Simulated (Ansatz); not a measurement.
# CCSD(T)/6-311+G(d,p) run of AlNH4O2 (SMILES [NH2][Al]([OH])[OH])

Aim: the electronic atomisation energy of AlNH4O2 at CCSD(T)/6-311+G**, from 5 runs. 

Program for the calculation: Ansatz 0.2.0.

50 further runs of the same task are left out: 50 set aside as unsound or not needed.

## 1. Starting point

AlNH4O2 has 8 atoms, charge 0, and is taken as a singlet. SMILES: `[NH2][Al]([OH])[OH]`. The coordinates come from a PBE0-D4/def2-TZVP relaxation. This is one conformer, not always the lowest.

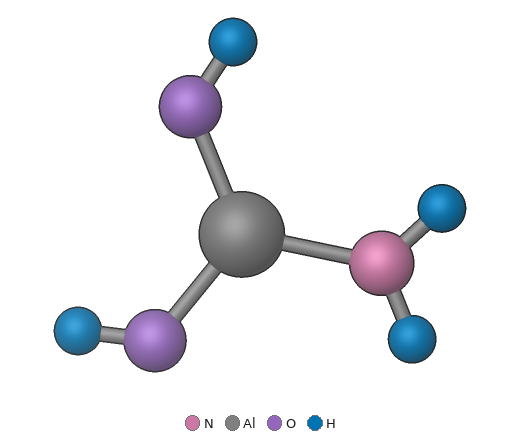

The structure, seen from a chosen angle (nitrogen pink, aluminium grey, oxygen purple, hydrogen blue).

## 2. A single-point energy at CCSD(T)/6-311+G(d,p)

Contents of input.yaml:

```yaml
crystal:
  periodic: [false, false, false]
  atoms:
    - {symbol: "N", position_ang: [-0.453400, 1.370900, 0.159000]}
    - {symbol: Al, position_ang: [0.021900, -0.314300, -0.015200]}
    - {symbol: O, position_ang: [1.569400, -0.806100, -0.500900]}
    - {symbol: O, position_ang: [-1.140100, -1.496100, 0.324200]}
    - {symbol: H, position_ang: [0.132800, 2.170000, -0.009000]}
    - {symbol: H, position_ang: [-1.372600, 1.662000, 0.447700]}
    - {symbol: H, position_ang: [2.287000, -0.213800, -0.712700]}
    - {symbol: H, position_ang: [-0.952800, -2.429800, 0.251200]}
basis:
  gaussian: {orbitals: 6-311+G_st__st_-spherical.json}
accuracy: high
correlation: {method: ccsd_t, frozen_orbitals: {Al: 5, H: 0, "N": 1, O: 1}}
scf: {omitted_lower_state_checks: [cluster_reference, increment]}
```

The basis set 6-311+G** is read from a file made from the Basis Set Exchange's data (not shown).

Started as:

```
$ ansatz run input.yaml --threads 1 --pin off --max-ram 3480MiB --events-out events.jsonl --progress --plain --runs-dir runs
```

The program printed:

```text
Warning: RAYON_NUM_THREADS=1 ignored (pool sized by the plan → 1); use --threads N
Functional definition: HF
  name "HF"
  exchange = exact_x
  correlation = 0
these checks for a lower state are left out or cut short: cluster_reference, increment
2215 factors; integrals over basis functions are off by at most 1.9e-8 eV
mean field evaluation 1: about -12201.7742 eV, gradient 6.2e1 eV
mean field evaluation 2: about -12201.8139 eV, gradient 6.2e1 eV
mean field evaluation 4: about -12208.4101 eV, gradient 2.9e0 eV
mean field evaluation 8: about -12208.4499 eV, gradient 3.2e-1 eV
mean field evaluation 16: about -12208.4503 eV, gradient 2.8e-8 eV
mean field -12208.45029604 eV, -448.6522731945 hartree, gradient 2.8e-8 eV, S^2 0.000000; 0 other end points of the search recorded, 0 dependent functions left out
8 core orbitals not correlated: weight in the atoms' cores, before any rotation towards them, 1.000 or more for the frozen orbitals, at most 0.000 for the correlated occupied ones
reference -12208.45029604 eV, -448.6522731945 hartree; 12, 12 occupied and 100, 100 virtual orbitals, 2215 factors
second order -17.97240920 eV of doubles, -0.00000000 eV of singles
cycle   1  -17.86655699 eV  change    1.1e-1 eV  update   9.4e-2
cycle   2  -18.28131886 eV  change   -4.1e-1 eV  update   2.7e-2
cycle   3  -18.39421858 eV  change   -1.1e-1 eV  update   1.4e-2
cycle   4  -18.38327727 eV  change    1.1e-2 eV  update   2.8e-3
cycle   5  -18.38190818 eV  change    1.4e-3 eV  update   1.2e-3
cycle   6  -18.38251146 eV  change   -6.0e-4 eV  update   3.3e-4
cycle   7  -18.38231161 eV  change    2.0e-4 eV  update   1.2e-4
cycle   8  -18.38225253 eV  change    5.9e-5 eV  update   3.8e-5
cycle   9  -18.38225848 eV  change   -5.9e-6 eV  update   1.5e-5
cycle  10  -18.38225543 eV  change    3.0e-6 eV  update   5.1e-6
cycle  11  -18.38224963 eV  change    5.8e-6 eV  update   2.1e-6
cycle  12  -18.38225246 eV  change   -2.8e-6 eV  update   8.4e-7
cycle  13  -18.38225309 eV  change   -6.2e-7 eV  update   2.6e-7
cycle  14  -18.38225364 eV  change   -5.6e-7 eV  update   1.1e-7
cycle  15  -18.38225373 eV  change   -8.8e-8 eV  update   4.3e-8
cycle  16  -18.38225373 eV  change   5.9e-10 eV  update   2.6e-8
cycle  17  -18.38225373 eV  change   -2.8e-9 eV  update   1.0e-7
cycle  18  -18.38225375 eV  change   -2.2e-8 eV  update   2.1e-8
cycle  19  -18.38225375 eV  change  -4.2e-10 eV  update   5.6e-9
cycle  20  -18.38225375 eV  change   5.0e-10 eV  update   2.0e-9
perturbative correction -0.53056902 eV, -0.0194980520 hartree
Total energy: -12227.36311881 eV, -449.3473066120 hartree
Checks for a lower state left out: cluster_reference, increment
```

Wall time 42 s (1 thread of Arm Neoverse V2, shared host); peak memory 1.1 GiB.

## 3. The Al atom at the same level

Contents of molecule.yaml:

```yaml
crystal:
  periodic: [false, false, false]
  atoms:
    - {symbol: Al, position_ang: [0.000000, 0.000000, 0.000000]}
basis:
  gaussian: {orbitals: 6-311+G_st__st_-spherical.json}
magnetization: {spin_polarized: true, initial_magnetization: 1}
correlation: {method: ccsd_t, frozen_orbitals: {Al: 5}}
accuracy: high
scf: {omitted_lower_state_checks: [cluster_reference, increment]}
```

The basis set 6-311+G** is read from a file made from the Basis Set Exchange's data (not shown).

Run the same way, it converges to -241.91741 Eh (log not shown).

## 4. The H atom: the energy at UHF/6-311+G(d,p)

Contents of molecule.yaml:

```yaml
crystal:
  periodic: [false, false, false]
  atoms:
    - {symbol: H, position_ang: [0.000000, 0.000000, 0.000000]}
basis:
  gaussian:
    orbitals: 6-311+G_st__st_.json
magnetization:
  spin_polarized: true
  initial_magnetization: 1
hamiltonian:
  xc: hf
accuracy: high
```

The basis set 6-311+G** is read from a file made from the Basis Set Exchange's data (not shown).

Run the same way, it converges to -0.49981 Eh (log not shown).

## 5. The N atom at the same level

Contents of job.yaml:

```yaml
crystal:
  periodic: [false, false, false]
  atoms:
    - {symbol: N, position_ang: [0.000000, 0.000000, 0.000000]}
basis:
  gaussian: {orbitals: 6-311+G_st__st_.json}
magnetization: {spin_polarized: true, initial_magnetization: 3}
correlation: {method: ccsd_t, frozen_orbitals: {"N": 1}}
accuracy: high
scf: {omitted_lower_state_checks: [cluster_reference, increment]}
```

The basis set 6-311+G** is read from a file made from the Basis Set Exchange's data (not shown).

Run the same way, it converges to -54.49318 Eh (log not shown).

## 6. The O atom at the same level

Contents of job.yaml:

```yaml
basis:
  gaussian: {orbitals: 6-311+G_st__st_.json}
crystal:
  periodic: [false, false, false]
  atoms:
    - {symbol: O, position_ang: [0.000000, 0.000000, 0.000000]}
accuracy: high
magnetization: {spin_polarized: true, initial_magnetization: 2}
scf: {omitted_lower_state_checks: [cluster_reference, increment]}
correlation: {method: ccsd_t, frozen_orbitals: {O: 1}}
```

The basis set 6-311+G** is read from a file made from the Basis Set Exchange's data (not shown).

Run the same way, it converges to -74.93815 Eh (log not shown).

## 7. What came out

At CCSD(T)/6-311+G**, 8 core orbitals frozen:

| quantity | value |
| --- | --- |
| molecule: total energy | -449.34731 Eh |
| molecule: correlation energy (8 core orbitals frozen) | -695.0 mEh |
| molecule: (T) correction | -19.50 mEh |
| molecule: T1 diagnostic | 0.013 |
| Al atom: total energy | -241.91741 Eh |
| Al atom: correlation energy (5 core orbitals frozen) | -45.1 mEh |
| Al atom: (T) correction | -0.58 mEh |
| Al atom: ⟨S²⟩ of the reference determinant | 0.757 |
| Al atom: T1 diagnostic | 0.014 |
| H atom: total energy | -0.49981 Eh |
| H atom: ⟨S²⟩ | 0.750 |
| N atom: total energy | -54.49318 Eh |
| N atom: correlation energy (1 core orbital frozen) | -94.3 mEh |
| N atom: (T) correction | -0.95 mEh |
| N atom: ⟨S²⟩ of the reference determinant | 3.758 |
| N atom: T1 diagnostic | 0.007 |
| O atom: total energy | -74.93815 Eh |
| O atom: correlation energy (1 core orbital frozen) | -130.8 mEh |
| O atom: (T) correction | -1.51 mEh |
| O atom: ⟨S²⟩ of the reference determinant | 2.008 |
| O atom: T1 diagnostic | 0.008 |
| electronic atomisation energy | 28.876 eV |

**Reading.** Taking the molecule apart into free atoms costs 28.88 eV (666 kcal/mol), before zero-point energy and without spin-orbit coupling. The triples (molecule) make up 2.8 % of the correlation energy. The triples (Al atom) make up 1.3 % of the correlation energy. The triples (N atom) make up 1.0 % of the correlation energy. The triples (O atom) make up 1.2 % of the correlation energy.
